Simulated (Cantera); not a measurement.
Charge: 1 mol AlCl₃, 0.29 mol O₂, 8.6 mol H₂, held at 0.133 bar.

Cantera equilibrium calculation (NASA polynomials, part measured and part estimated; ideal gas, pure solids and liquids). Candidate condensed phases: Al, AlCl₃, Al₂O₃, H₂O; 29 gas species. The tables' values for AlCl₂ are old estimates; treat these amounts as uncertain. Condensed phases not in the tables: AlOCl. Equilibrium is a limit: real reactors are often held back by kinetics, nucleation or transport.

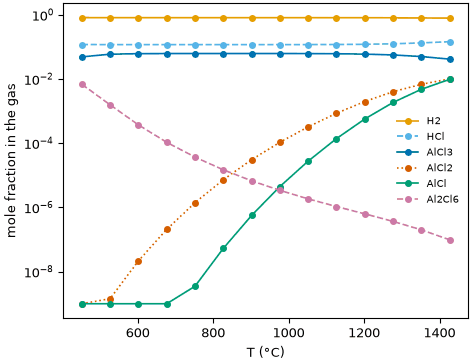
*Equilibrium gas composition (values under 1e-9 drawn at 1e-9)*

Q: Read off the mole fractions at 902 °C.

A: H₂ about 0.82, HCl about 0.12, AlCl₃ about 0.063, AlCl₂ about 3.1e-5, Al₂Cl₆ about 6.8e-6, AlCl about 5.6e-7.
